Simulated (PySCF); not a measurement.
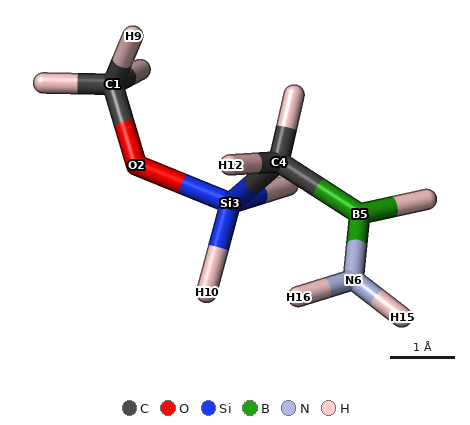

**Figure 1.** The structure as given in the input (stick view, seen at a tilt; atoms are numbered from 1 in the order of the input).

# NMR shielding calculation of C₂H₁₀BNOSi

The run: NMR shielding calculation of C₂H₁₀BNOSi, SMILES CO[SiH2]CBN. Method and program: GIAO PBE0/pcSseg-1 NMR shielding, non-relativistic, gas phase (PySCF 2.14.0).

The geometry comes from this level: GFN2-xTB, NEB image 1 of 0 to 8. It belongs to a series of runs on one base structure; here: NEB image 1 of 0 to 8. Figures and captions count atoms from 1; the log counts them from 0 in places.

**What the program printed**
```
coarse grid: 13232 points
cycle   1  E = -526.0277596854  dE =  4.977e-01  |g| = 7.602e-01  |ddm| = 3.365e+00
cycle   2  E = -525.9115686044  dE =  1.162e-01  |g| = 1.099e+00  |ddm| = 1.512e+00
cycle   3  E = -526.1412360707  dE = -2.297e-01  |g| = 1.234e-01  |ddm| = 1.014e+00
cycle   4  E = -526.1440676230  dE = -2.832e-03  |g| = 4.014e-02  |ddm| = 1.224e-01
cycle   5  E = -526.1444506186  dE = -3.830e-04  |g| = 7.774e-03  |ddm| = 3.957e-02
cycle   6  E = -526.1444645873  dE = -1.397e-05  |g| = 2.129e-03  |ddm| = 8.057e-03
cycle   7  E = -526.1444656929  dE = -1.106e-06  |g| = 4.848e-04  |ddm| = 1.870e-03
final grid: 121472 points
cycle   8  E = -526.1847208907  dE = -2.456e-05  |g| = 1.064e-02  |ddm| = 2.027e-02
cycle   9  E = -526.1847007853  dE =  2.011e-05  |g| = 1.489e-02  |ddm| = 1.635e-02
cycle  10  E = -526.1847436253  dE = -4.284e-05  |g| = 1.371e-03  |ddm| = 1.002e-02
cycle  11  E = -526.1847440154  dE = -3.901e-07  |g| = 1.672e-04  |ddm| = 1.215e-03
cycle  12  E = -526.1847440205  dE = -5.126e-09  |g| = 6.613e-05  |ddm| = 1.652e-04
cycle  13  E = -526.1847440214  dE = -8.636e-10  |g| = 2.033e-05  |ddm| = 5.385e-05
```

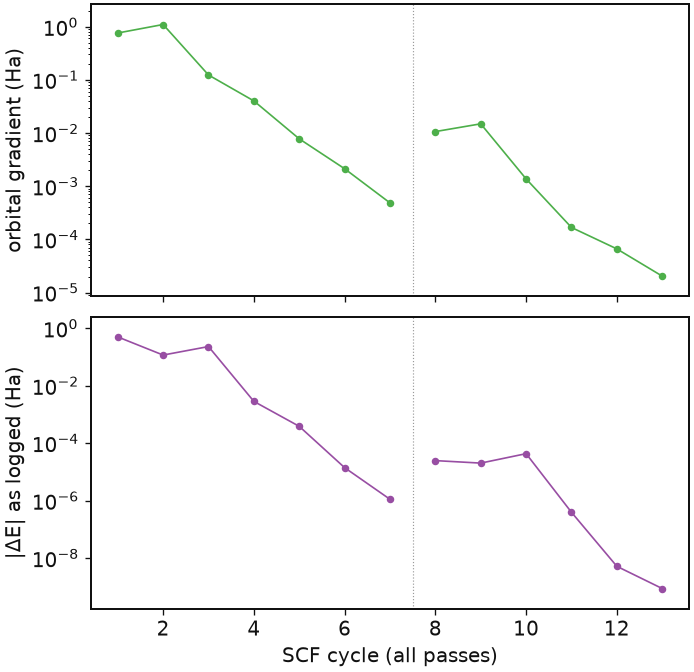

**Figure 2.** Convergence of the self-consistent field: orbital gradient and size of the energy change against the SCF cycle. The dotted line marks the change from a coarse to the final integration grid. The first 7 cycles use a coarse grid, the final grid takes over at cycle 8, and the field converges after 13 cycles in all.

```
converged SCF energy = -526.1847440214

GIAO shielding tensors (ppm)
atom      isotropic    diamagn.    paramagn.     s11        s22        s33       span
  0 C      133.584     242.448    -108.864    105.236    110.849    184.668     79.432
  1 O      330.051     397.689     -67.638    261.062    353.272    375.819    114.756
  2 Si     363.650     881.346    -517.696    304.164    363.276    423.511    119.346
  3 C      171.887     260.279     -88.392    141.978    178.653    195.030     53.052
  4 B       61.098     194.913    -133.814     16.303     45.357    121.636    105.333
  5 N      151.926     315.920    -163.994     54.821    194.352    206.606    151.785
  6 H       27.763      27.285       0.477     23.495     25.576     34.216     10.721
  7 H       28.078      28.169      -0.091     24.221     25.663     34.350     10.129
  8 H       28.024      30.076      -2.052     23.581     26.591     33.900     10.319
  9 H       26.952      31.486      -4.534     22.615     26.742     31.499      8.884
 10 H       26.584      30.948      -4.364     22.876     25.808     31.069      8.193
 11 H       31.351      35.329      -3.979     27.536     30.495     36.021      8.485
 12 H       30.593      33.851      -3.259     27.246     29.028     35.504      8.258
 13 H       26.831      30.282      -3.451     25.563     26.186     28.746      3.183
 14 H       27.504      27.970      -0.466     22.940     23.899     35.673     12.733
 15 H       27.693      32.127      -4.434     23.231     26.384     33.465     10.235
```

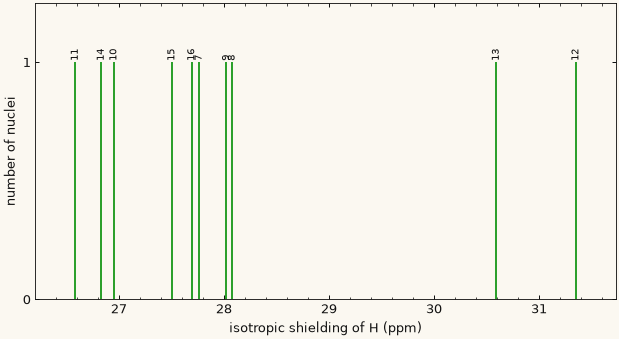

**Figure 3.** Isotropic shieldings of the hydrogen nuclei in this fixed geometry, labelled by atom number; shielding grows to the right, so chemical shift grows to the left. The least shielded is H11 (26.6 ppm), the most shielded H12 (31.4 ppm).

The run was set up as follows.

**Input file**
```
{"job": {"kind": "nmr", "xc": "PBE0", "basis": "pcSseg-1", "pop": false}, "charge": 0, "multiplicity": 1}
C      3.003200    -0.283000     0.242100
O      2.006100     0.609000    -0.147700
Si     0.528900     0.319400    -0.776100
C     -0.708800    -0.377200     0.489900
B     -2.179400    -0.357800    -0.075100
N     -3.026900     0.690100     0.237300
H      3.843200     0.294100     0.633100
H      3.344400    -0.874500    -0.611800
H      2.649300    -0.965700     1.018800
H      0.220500     1.688000    -1.177800
H      0.636400    -0.600600    -1.918800
H     -0.625700     0.216800     1.402900
H     -0.402500    -1.393000     0.747000
H     -2.578400    -1.208700    -0.778500
H     -3.963700     0.787000    -0.116700
H     -2.754400     1.465000     0.820000
```

The first line tells a small driver script what to run in PySCF; the rest is the geometry in Å.

Command:
```bash
OMP_NUM_THREADS=1 python <driver script> task.json out
```

**Summary**

| quantity | value |
| --- | --- |
| outcome | converged |
| total energy | −526.184744 hartree |
| HOMO | −7.55 eV |
| LUMO | 0.35 eV |
| dipole moment | 1.37 D |
| isotropic shielding, C | 133.6 to 171.9 ppm |
| isotropic shielding, O | 330.1 ppm |
| isotropic shielding, Si | 363.7 ppm |
| isotropic shielding, B | 61.1 ppm |
| isotropic shielding, N | 151.9 ppm |
| hardware | 1 CPU thread, shared host |
| wall time | 27 s |
| peak memory | 0.75 GiB |
